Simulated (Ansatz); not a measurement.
**HfO2 (Fm-3m): following an unstable mode**

Aim: this structure of HfO2 (Fm-3m) is to be tested for unstable modes, and one is followed downhill.

Program: Ansatz 0.2.0. Level of theory: DFT LDA, scalar-relativistic, plane waves, PAW; PAW set soft_1. Results are calculated unless marked as measured.

## Step 1: Set-up

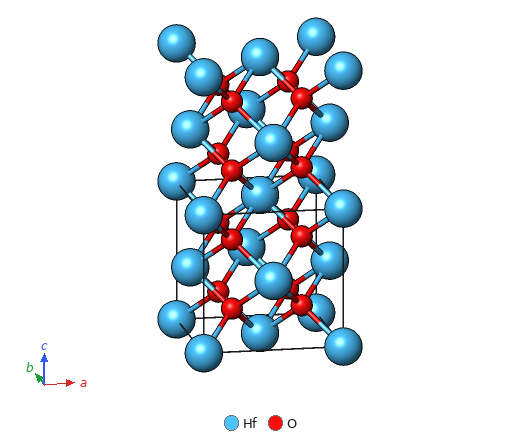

The starting structure, seen slightly off an axis (hafnium blue, oxygen red). 1×1×2 cells are drawn. This picture shows the conventional cell, with its axes. Some periodic images of atoms are drawn too.

## Step 2: Phonons on a q mesh

The cell comes from relaxations at this level that are not shown. Stability and thermal properties need the whole zone. Linear response on a 4×4×4 q mesh gives force constants as far as a supercell of that size would, and the tensors from the zone-centre run are typed in so that the long-range dipole term is interpolated apart.

Input file input.yaml:

```yaml
crystal:
  lattice:
    - [0.0, 2.5008662479, 2.5008662479]
    - [2.5008662479, 0.0, 2.5008662479]
    - [2.5008662479, 2.5008662479, 0.0]
  atoms:
    - { symbol: Hf, position: [0.0, 0.0, 0.0] }
    - { symbol: O, position: [0.25, 0.25, 0.25] }
    - { symbol: O, position: [0.75, 0.75, 0.75] }
kpoints:
  mp_grid: { grid: [8, 8, 8] }
hamiltonian:
  xc: lda
  pseudopotentials: { kind: paw, azcp: { folder: soft_1 }, xc_functional: pbe }
scf:
  occupations: { method: fixed }
output:
  eigenvalues: true
phonons:
  method: dfpt
  qmesh: [4, 4, 4]
  temperatures: { t_max: 1000, t_step: 50 }
  qpath:
    path:
      - [[0.0, 0.0, 0.0], [0.5, 0.0, 0.5], [0.625, 0.25, 0.625]]
      - [[0.375, 0.375, 0.75], [0.0, 0.0, 0.0], [0.5, 0.5, 0.5], [0.5, 0.25, 0.75], [0.5, 0.0, 0.5]]
    npoints: 10
  non_analytic_term:
    high_frequency_dielectric_tensor: [[5.3952, 0.0, 0.0], [0.0, 5.3952, 0.0], [0.0, 0.0, 5.3952]]
    born_effective_charges:
      - { species: Hf, tensor: [[5.5895, 0.0, 0.0], [0.0, 5.5895, 0.0], [0.0, 0.0, 5.5895]] }
      - { species: O, tensor: [[-2.7948, 0.0, 0.0], [0.0, -2.7948, 0.0], [0.0, 0.0, -2.7948]] }
      - { species: O, tensor: [[-2.7948, 0.0, 0.0], [0.0, -2.7948, 0.0], [0.0, 0.0, -2.7948]] }
    source: "zone-centre run at this cell"
```

Launch:

```sh
ansatz run input.yaml --threads 4 --pin off --max-ram 10240MiB --backend cpu --events-out ev --progress --plain --runs-dir out
```

Numbers of over 12 decimals in the logs are rounded to 6 here.

Log:

```text
Warning: phonons: the dynamical matrix that this run interpolates holds no multipole term above the dipole-dipole one, and a site of this crystal is no centre of inversion, so its interpolated transverse optical and acoustic branches and sound speeds can stay off near Gamma, and the density of states and the thermodynamics with them. What a run solves at a wave vector of phonons.qpoints, Gamma apart, where the deck admits one, is free of this, and under fd what a larger phonons.supercell samples
Engine: ansatz 0.2.0, aarch64-unknown-linux-gnu
Pseudopotentials: kind: paw
Pseudopotential: Hf, paw, valence charge 26, recommended cutoff 420 eV (normal), soft_1/Hf.paw.azcp
Pseudopotential: O, paw, valence charge 6, recommended cutoff 420 eV (normal), soft_1/O.paw.azcp
Functional definition: SPW92
  exchange = slater_x
  correlation = pw_c
Crystal: 3 atoms, lattice volume = 31.282 Å³
Basis set: ecut = 420 eV, 609 PW (Γ), exchange–correlation on 48×48×48 points (8 copies of the dense FFT grid, shifted against one another)
Bands: 23, of which v1, the nominal top of the filled ones, is band 19 counted from 1 (18 counted from 0)
Symmetry: 48 space group operations
k-points: 29 of 512
Non-local potential: Hf, projectors of the file, l = 0: 3, l = 1: 2, l = 2: 2, l = 3: 3
Non-local potential: O, projectors of the file, l = 0: 2, l = 1: 2, l = 2: 1
PAW form: soft (Blöchl's): semilocal exchange-correlation on the pseudo side does not see the compensation charge
PAW frozen core: Hf, regenerated for the run's functional, and the local potential with it (the file was generated under x = pbe(κ = 0.804, μ = 0.219515), c = pbe(β = 0.066725))
PAW frozen core: O, regenerated for the run's functional, and the local potential with it (the file was generated under x = pbe(κ = 0.804, μ = 0.219515), c = pbe(β = 0.066725))
PAW one-centre angular grid: Hf, 590 points (default); XC on 64 Gauss nodes
PAW one-centre angular grid: O, 110 points (default); XC on 64 Gauss nodes
Initial density: superposition of atomic densities (chi_scale 0.1, normalization cell, long waves kept (reshape's long-wave potential 0.00 eV rms))
Initial wavefunctions: pseudopotential atomic-orbital guess
Functional: x = slater, c = lda
SCF iter   1: F=—  HF=-16594.311818 eV  |F-HF|=—  |Δ(HF+E_count)|=         —  Δρ=9.06e-2  dr2=1.96e0  ethr=3.10e-3  ⟨swp⟩=4.0  Hψ=2196  notcnv=0  defer=56
preconditioner: auto → none  [insulator: Δε(μ)=3.094 eV  Ē_g=19.419 eV  n_scr=14 (ndim 8)  ℏωp=39.8 eV  f_vac=0.000  ε∞_Penn≈5.2]
SCF iter   2: F=—  HF=-16593.723408 eV  |F-HF|=—  |Δ(HF+E_count)|=   5.88e-1  Δρ=3.64e-2  dr2=3.52e-1  ethr=3.10e-3  ⟨swp⟩=2.3  Hψ=1566  notcnv=0  defer=52
SCF iter   3: F=—  HF=-16593.640284 eV  |F-HF|=—  |Δ(HF+E_count)|=   8.31e-2  Δρ=2.58e-2  dr2=1.14e-1  ethr=9.26e-4  ⟨swp⟩=2.0  Hψ=1158  notcnv=0  defer=58
SCF iter   4: F=—  HF=-16593.617544 eV  |F-HF|=—  |Δ(HF+E_count)|=   2.27e-2  Δρ=5.51e-3  dr2=4.64e-3  ethr=2.99e-4  ⟨swp⟩=2.7  Hψ=1344  notcnv=0  defer=58
SCF iter   5: F=—  HF=-16593.619750 eV  |F-HF|=—  |Δ(HF+E_count)|=   2.21e-3  Δρ=2.61e-3  dr2=7.06e-4  ethr=1.22e-5  ⟨swp⟩=2.0  Hψ=1332  notcnv=0  defer=58
SCF iter   6: F=—  HF=-16593.620058 eV  |F-HF|=—  |Δ(HF+E_count)|=   3.08e-4  Δρ=2.33e-4  dr2=5.30e-6  ethr=1.86e-6  ⟨swp⟩=2.0  Hψ=1102  notcnv=0  defer=58
SCF iter   7: F=—  HF=-16593.620057 eV  |F-HF|=—  |Δ(HF+E_count)|=   1.20e-6  Δρ=1.35e-5  dr2=3.46e-8  ethr=1.40e-8  ⟨swp⟩=2.1  Hψ=1155  notcnv=0
SCF iter   8: F=—  HF=-16593.620059 eV  |F-HF|=—  |Δ(HF+E_count)|=   2.41e-6  Δρ=2.13e-6  dr2=6.63e-10  ethr=9.12e-11  ⟨swp⟩=2.5  Hψ=1225  notcnv=0
SCF iter   9: F=—  HF=-16593.620059 eV  |F-HF|=—  |Δ(HF+E_count)|=  7.28e-11  Δρ=2.45e-7  dr2=2.04e-11  ethr=1.75e-12  ⟨swp⟩=2.1  Hψ=1209  notcnv=0
SCF iter  10: F=-16593.620059 eV  HF=-16593.620059 eV  |F-HF|=7.28e-12  |Δ(HF+E_count)|=  1.46e-11  Δρ=1.67e-8  dr2=3.29e-14  ethr=1.00e-12  ⟨swp⟩=7.7  Hψ=4148  notcnv=0
SCF 1 converged in 10 iterations: F = -16593.620059 eV  dr2 = 3.29e-14
  greatest PAW one-centre occupation: 0.999 electrons in one spin orbital (limit 2), on the Hf atom at site 0 (counted from 0), in its partial waves of l = 3
NSCF: frozen V_eff on 29 k-points
NSCF: frozen V_eff on 59 k-points
DFPT response loops at q = (0, 0, 0) (fractional): preconditioner auto → none (the input reference at scf.mixing.eps_inf says where Resta's filter doesn't serve); β = 0.50; Broyden in place of MSR1
NSCF: frozen V_eff on 576 k-points
DFPT response loops at q = (0, 0, 0.25) (fractional): mixed as the last ones told, above
NSCF: frozen V_eff on 300 k-points
DFPT response loops at q = (0, 0, -0.5) (fractional): preconditioner auto → Resta (q_TF=auto, 2.818 Å⁻¹)  ε∞=4.0 (no band partly filled); β = 1.00, the filter's whole step (`scf.mixing.beta` (0.50) is not read by the response loops at its default; to damp them type it under 1.00, their step now; it binds the ground state too); Broyden in place of MSR1
NSCF: frozen V_eff on 328 k-points
DFPT response loops at q = (0, 0.25, 0.25) (fractional): preconditioner auto → none (the input reference at scf.mixing.eps_inf says where Resta's filter doesn't serve); β = 0.50; Broyden in place of MSR1
NSCF: frozen V_eff on 1024 k-points
DFPT response loops at q = (0, 0.25, -0.5) (fractional): mixed as the last ones told, above
NSCF: frozen V_eff on 576 k-points
DFPT response loops at q = (0, 0.25, -0.25) (fractional): mixed as the last ones told, above
NSCF: frozen V_eff on 190 k-points
DFPT response loops at q = (0, -0.5, -0.5) (fractional): preconditioner auto → Resta (q_TF=auto, 2.818 Å⁻¹)  ε∞=4.0 (no band partly filled); β = 1.00, the filter's whole step (`scf.mixing.beta` (0.50) is not read by the response loops at its default; to damp them type it under 1.00, their step now; it binds the ground state too); Broyden in place of MSR1
NSCF: frozen V_eff on 328 k-points
DFPT response loops at q = (0.25, -0.5, -0.25) (fractional): preconditioner auto → none (the input reference at scf.mixing.eps_inf says where Resta's filter doesn't serve); β = 0.50; Broyden in place of MSR1
SCF converged after 10 iterations
Free energy (F): -16593.620059 eV
Harris-Foulkes:  -16593.620059 eV  (|F-HF|=7.28e-12)
Internal energy: -16593.620059 eV  (E = F + TS)
E sigma→0 (E₀):  -16593.620059 eV
Fermi energy:    15.224507 eV
--- Per-component energies (eV) ---
  E_band       = 24.778586
  E_kinetic    = 743.874966
  E_local      = -6872.083264  (includes V_loc(G=0)·N_el)
  E_nonlocal   = 187.373025
  E_hartree    = 3281.522474
  E_xc         = -405.870009
  E_vxc        = -436.995478  (∫ρ·V_xc dr)
  E_paw        = -7761.213429  (= ΣΔE_a)
  E_vpaw       = -160.437224  (= ΣTr[D̂ρ^β])
  E_aug_tail   = 0.001613  (compensation charges beyond the density's cutoff)
  E_ewald      = -5769.876366
  E_core_change = 2.650931  (= ΣΔE_core)
  E_smearing   = -0.000000  (= −TS)
  E_closure    = -0.000000  (closes the sum)
  Σ components = -16593.620059   (vs F -16593.620059, Δ=0.00e0)
--- Band table (eV; the first three rows and the last of 29) ---
  k-point 0: bands = [... 15 lower, 9.4991, 14.5762, 14.5762, 14.5762, 18.9887, 18.9887, 21.1487, 26.0868]
  k-point 1: bands = [... 15 lower, 9.9831, 14.1086, 14.2603, 14.2603, 19.3145, 19.3145, 21.7498, 25.3066]
  k-point 2: bands = [... 15 lower, 11.0678, 13.1688, 13.7064, 13.7064, 19.7912, 19.7912, 22.3357, 24.7326]
  k-point 28: bands = [... 15 lower, 12.5106, 12.5106, 13.6795, 14.9995, 20.0084, 20.3684, 22.5864, 22.5864]
--- Phonons (Γ-DFPT): 2 representative perturbations + reference (Σ response iterations 7) ---
  ASR residual: 7.075e-6 → 0.000e0 eV/Å²; symmetrization residual: 2.674e-7 eV/Å²
  ASR residual per site (eV/Å²): 4.78e-6 7.07e-6 7.07e-6
  Γ frequencies (cm⁻¹): 0.00 0.00 0.00 248.35 248.35 248.35 596.47 596.47 596.47
--- Phonons (arbitrary-q DFPT): 8 irreducible q on the 4×4×4 mesh ---
  q = [0.0000, 0.0000, 0.0000] (star 1, of the zone-centre solve; hermiticity 4.46e-8, symmetrization 2.72e-12): -0.00 -0.00 0.00 248.35 248.35 248.35 596.47 596.47 596.47
  q = [0.0000, 0.0000, 0.2500] (star 8, 2 solved perturbations on 288 of 512 k-point pairs; hermiticity 6.28e-8, symmetrization 3.14e-8): 79.78 79.78 151.45 332.34 332.34 551.46 571.31 571.31 619.51
  q = [0.0000, 0.0000, -0.5000] (star 4, 2 solved perturbations on 150 of 512 k-point pairs; hermiticity 1.22e-5, symmetrization 6.09e-6): 92.49 92.49 200.78 415.15 415.15 510.65 531.16 531.16 603.34
  q = [0.0000, 0.2500, 0.2500] (star 6, 4 solved perturbations in 528 linear systems a pass and spin channel, the states on 164 of 512 k-point pairs; hermiticity 3.34e-8, symmetrization 2.51e-10): 78.88 78.88 201.36 265.44 265.44 446.68 590.01 590.01 668.49
  q = [0.0000, 0.2500, -0.5000] (star 24, 4 solved perturbations in 1600 linear systems a pass and spin channel, the states on 512 of 512 k-point pairs; hermiticity 3.10e-8, symmetrization 8.20e-10): 96.89 131.03 198.04 277.28 355.69 365.26 557.20 582.07 670.54
  q = [0.0000, 0.2500, -0.2500] (star 12, 4 solved perturbations in 904 linear systems a pass and spin channel, the states on 288 of 512 k-point pairs; hermiticity 3.51e-6, symmetrization 1.75e-6): 93.74 123.54 196.13 235.42 436.12 468.02 493.43 597.95 645.07
  q = [0.0000, -0.5000, -0.5000] (star 3, 4 solved perturbations in 308 linear systems a pass and spin channel, the states on 95 of 512 k-point pairs; hermiticity 4.51e-8, symmetrization 1.24e-8): -217.74 102.23 102.23 259.57 323.82 323.82 574.31 574.31 707.08
  q = [0.2500, -0.5000, -0.2500] (star 6, 4 solved perturbations in 502 linear systems a pass and spin channel, the states on 164 of 512 k-point pairs; hermiticity 3.52e-6, symmetrization 1.76e-6): 52.62 106.23 191.25 191.25 255.69 477.50 477.50 615.73 679.97
  sum rule: each row above includes the acoustic sum rule's correction from the zone centre's row sums; it moved no ω² by more than (0.35 cm⁻¹)²
  mesh force constants: q→R imaginary residual 5.69e-18; ASR residual 7.075e-6 → 0.000e0 eV/Å²; symmetrization residual 1.066e-14 eV/Å²
  interpolated dispersion: 63 rows × 9 modes
  density of states and harmonic sums: on the 24×24×24 q-mesh, interpolated from the force constants of a 4×4×4 supercell (with the dipole–dipole term of supplied tensors)
  largest difference from the sums on the solved wave vectors: F 1.17e-3 eV, S 1.72e-6 and C_V 1.01e-6 eV/K
  zero-point energy: 0.199526 eV/cell   skipped modes (ω ≤ 0): 48, of them read as no rigid motion or as one in doubt: 45 (9.310e-2 modes/cell left out, lowest -217.74 cm⁻¹)   left out of the sums: 1.04e-2 of the cell's modes: C_V's classical limit lies that fraction below 3 k_B per atom; for a crystal, a wire or a layer, F and S can be off by more, and a phonons.interpolated_qmesh denser along its periods is the remedy for the sampling
```

Wall time 87 s (4 threads of Arm Neoverse V2, shared host); peak memory 1.2 GiB; 5.5 min of CPU time.

Numbers from this step:

| Property | Result |
| --- | --- |
| gap on the k-mesh | 3.661 eV |
| volume per atom | 10.43 Å³ |
| sum-rule residual before enforcement | 7.07e-6 eV/Å² |
| lowest frequency on the path | -217.7 cm⁻¹ |
| point group | m-3m |
| highest frequency on the path or at a solved wavevector | 707.1 cm⁻¹ |
| highest optical mode at the zone centre (no LO-TO term) | 596.5 cm⁻¹ |
| lowest optical zone-centre mode | 248.3 cm⁻¹ |
| lowest mode on the q mesh (acoustic modes at Γ apart) | -217.7 cm⁻¹ |

Frequencies (cm⁻¹) solved at each irreducible wavevector; negative means imaginary. Frequencies by wavevector, by row:

```
q in reciprocal lattice units  star  mode 1  mode 2  mode 3  mode 4  mode 5  mode 6  mode 7  mode 8  mode 9
                        0 0 0     1       0       0       0   248.3   248.3   248.3   596.5   596.5   596.5
                     0 0 0.25     8    79.8    79.8   151.4   332.3   332.3   551.5   571.3   571.3   619.5
                     0 0 -0.5     4    92.5    92.5   200.8   415.1   415.1   510.6   531.2   531.2   603.3
                  0 0.25 0.25     6    78.9    78.9   201.4   265.4   265.4   446.7     590     590   668.5
                  0 0.25 -0.5    24    96.9     131     198   277.3   355.7   365.3   557.2   582.1   670.5
                 0 0.25 -0.25    12    93.7   123.5   196.1   235.4   436.1     468   493.4     598   645.1
                  0 -0.5 -0.5     3  -217.7   102.2   102.2   259.6   323.8   323.8   574.3   574.3   707.1
              0.25 -0.5 -0.25     6    52.6   106.2   191.2   191.2   255.7   477.5   477.5   615.7     680
```

Interpolated from a 4×4×4 q mesh, with the LO-TO term (at Γ the limit along the path; where Γ stands inside the path, tables give the limit on arrival). The phonon branches at the labelled points (cm⁻¹):

```
    point  branch 1  branch 2  branch 3  branch 4  branch 5  branch 6  branch 7  branch 8  branch 9
        Γ         0         0         0       248       248       596       596       596       630
        X      -218       102       102       260       324       324       574       574       707
        U       -66        98       156       221       341       386       548       586       687
jump to K       -66        98       156       221       341       386       548       586       687
        Γ         0         0         0       248       248       596       596       596       630
        L        92        92       201       415       415       511       531       531       603
        W        53       106       191       191       256       478       478       616       680
        X      -218       102       102       260       324       324       574       574       707
```

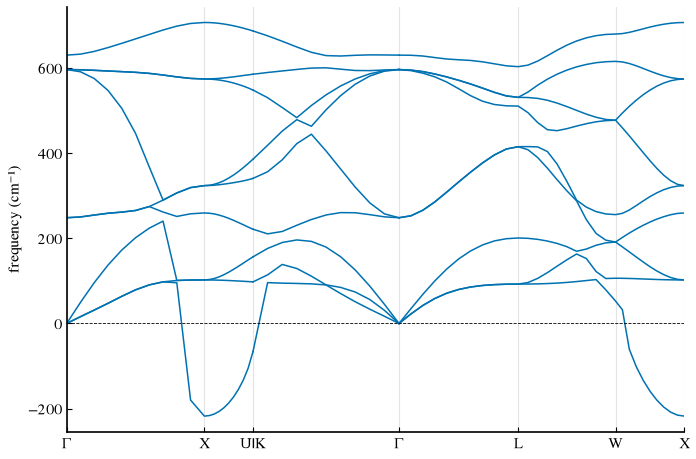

Phonon branches along the path.

Symmetry leaves 8 wavevectors to solve. The lowest mode among them, the acoustic zeros apart, lies at q = (0, -0.5, -0.5) and is imaginary, 217.7i cm⁻¹, so the energy falls along it.

## Step 3: The mode frozen in, largest atomic shift 0 Å

The mode followed lies at q = (0, -0.5, -0.5) with frequency 217.7i cm⁻¹, the softest among the wavevectors solved. At small amplitude the distorted cell has space group no. 137 by a symmetry search on the positions. The undistorted cell that holds it gives the zero of energy on the same k mesh.

System of this step: HfO2. It takes space group Fm-3m (No. 225, cubic). Conventional cell: a = 5.002 Å, b = 5.002 Å, c = 5.002 Å, α = 90.00°, β = 90.00°, γ = 90.00°. Nearest to Hf lie 8 O at 2.17 Å. Nearest to O lie 4 Hf at 2.17 Å. Farther neighbours and most contacts between anions are not listed.

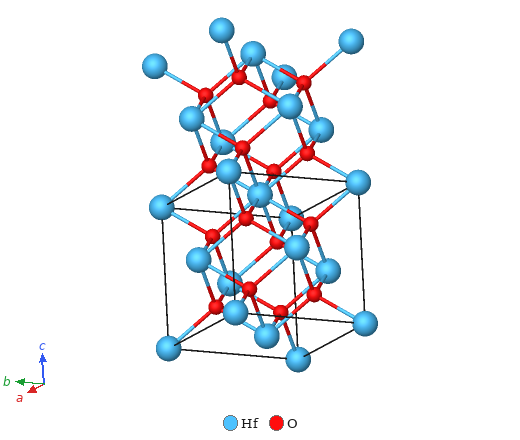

The cell of this step (hafnium blue, oxygen red). 1×1×2 conventional cells are drawn. Some periodic images of atoms are drawn too.

Input file input.yaml:

```yaml
crystal:
  lattice:
    - [0.0, -2.5008662479, -2.5008662479]
    - [0.0, 2.5008662479, -2.5008662479]
    - [5.0017324957, 0.0, 0.0]
  atoms:
    - { symbol: Hf, position: [0.0, 0.0, 0.0] }
    - { symbol: Hf, position: [0.5, 0.5, 0.5] }
    - { symbol: O, position: [0.0, 0.5, 0.75] }
    - { symbol: O, position: [0.5, 0.0, 0.25] }
    - { symbol: O, position: [0.0, 0.5, 0.25] }
    - { symbol: O, position: [0.5, 0.0, 0.75] }
kpoints:
  mp_grid: { grid: [6, 6, 6] }
hamiltonian:
  xc: lda
  pseudopotentials: { kind: paw, azcp: { folder: soft_1 }, xc_functional: pbe }
scf:
  occupations: { method: gaussian, width: 0.02 }
output:
  forces: true
  stress: true
  eigenvalues: true
```

Log:

```text
[...]
Crystal: 6 atoms, lattice volume = 62.565 Å³
Basis set: ecut = 420 eV, 1229 PW (Γ)
Bands: 46, of which v1, the nominal top of the filled ones, is band 38 counted from 1 (37 counted from 0)
Symmetry: 32 space group operations
[...]
k-points: 40 of 216
[...]
k-point 0: bands = [... 34 lower, 14.5762, 14.5762, 14.5762, 15.2245, 18.8860, 18.9887, 18.9887, 20.7476, ... 2 higher]
  k-point 1: bands = [... 34 lower, 13.8847, 14.5914, 14.5914, 14.6774, 19.0325, 19.0844, 19.2696, 20.5988, ... 2 higher]
  k-point 2: bands = [... 34 lower, 14.2024, 14.2024, 14.5964, 14.5964, 19.3581, 19.3866, 19.6412, 20.2226, ... 2 higher]
  k-point 39: bands = [... 34 lower, 13.6795, 13.6795, 14.9995, 14.9995, 20.0084, 20.0084, 20.3684, 20.3684, ... 2 higher]
[key lines of the parts left out:]
SCF converged after 10 iterations
Free energy (F): -33187.240227 eV
Fermi energy:    17.055247 eV
P = ⅓ Tr σ = 0.0054 GPa (0.054 kbar)
```

Wall time 1.8 s (4 threads); peak memory 0.4 GiB; 6.5 s of CPU time.

This step gave:

| Property | Result |
| --- | --- |
| pressure | 0.005391 GPa |
| energy from the undistorted cell | 0 meV/atom |

At this level the gap is 3.66 eV on the k-mesh of the self-consistent run, which can miss the band edges.

## Step 4: The mode frozen in, largest atomic shift 0.22 Å

The atoms are moved along the unstable eigenvector, the largest shift by 0.22 Å, with the cell fixed.

input.yaml, the sections that differ from step 3:

```yaml
crystal:
  lattice:
    - [0.0, -2.5008662479, -2.5008662479]
    - [0.0, 2.5008662479, -2.5008662479]
    - [5.0017324957, 0.0, 0.0]
  atoms:
    - { symbol: Hf, position: [0.0, 0.0, 0.0] }
    - { symbol: Hf, position: [0.5, 0.5, 0.5] }
    - { symbol: O, position: [0.0, 0.5, 0.7060152407] }
    - { symbol: O, position: [0.5, 0.0, 0.2939847593] }
    - { symbol: O, position: [0.0, 0.5, 0.2060152407] }
    - { symbol: O, position: [0.5, 0.0, 0.7939847593] }
# kpoints, hamiltonian, scf, output: as in step 3
```

Log:

```text
[...]
Crystal: 6 atoms, lattice volume = 62.565 Å³
Basis set: ecut = 420 eV, 1229 PW (Γ)
Bands: 46, of which v1, the nominal top of the filled ones, is band 38 counted from 1 (37 counted from 0)
Symmetry: 16 space group operations
[...]
k-points: 40 of 216
[...]
k-point 0: bands = [... 34 lower, 14.2217, 14.3394, 14.3394, 14.5594, 18.9992, 19.0446, 20.1564, 20.7456, ... 2 higher]
  k-point 1: bands = [... 34 lower, 13.6317, 14.1423, 14.3626, 14.3626, 19.0945, 19.2159, 20.2028, 20.5982, ... 2 higher]
  k-point 2: bands = [... 34 lower, 13.8007, 13.8007, 14.4071, 14.4071, 19.3667, 19.6553, 20.2253, 20.2876, ... 2 higher]
  k-point 39: bands = [... 34 lower, 13.0312, 13.0312, 14.5095, 14.5095, 20.3943, 20.3943, 20.6987, 20.6987, ... 2 higher]
[key lines of the parts left out:]
SCF converged after 10 iterations
Free energy (F): -33187.336337 eV
Fermi energy:    16.807987 eV
P = ⅓ Tr σ = 4.9374 GPa (49.374 kbar)
```

It took 1.9 s on 4 threads; peak memory 0.4 GiB; 6.8 s of CPU time.

A gap read on the k-mesh alone can miss the band edges.

Numbers from this step:

- pressure: 4.937 GPa
- gap on the k-mesh: 4.383 eV
- energy from the undistorted cell: -16.02 meV/atom

The energy, extrapolated to zero smearing, is -16.02 meV/atom against the undistorted cell.

(Continued in part 2 of 3.)

[Logs are printed without paths, hosts, clocks, repeated set-up lines and the standing remarks that a program may print on its own settings, such as how far it seeks lower states.]

[Hosts, paths, dates, database ids (printed as entryN), source tags and the programs' standing remarks are cut or masked in the printed files.]
